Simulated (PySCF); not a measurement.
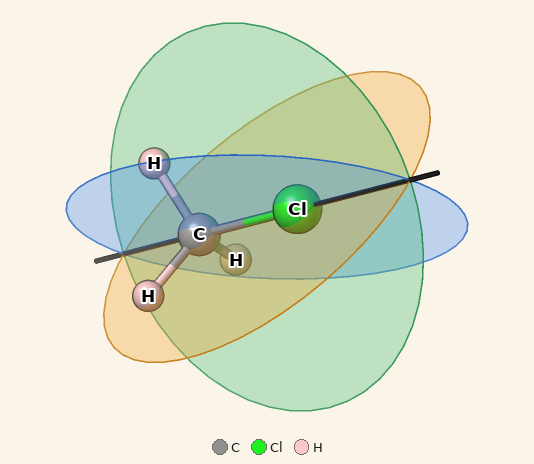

All proper rotation axes (lines) and mirror planes (discs) of the structure are drawn in. Distant atoms are faded towards the background colour. The computed structure is the end point of a PBE0-D3(BJ)/def2-SVP optimisation. No frequency run is at hand to confirm it as a minimum.

Name the symmetry elements and the point group.

It has 1 C3 axis and 3 mirror planes. Point group C3v. The group has 6 operations. The geometry is achiral, and symmetry allows a dipole moment.
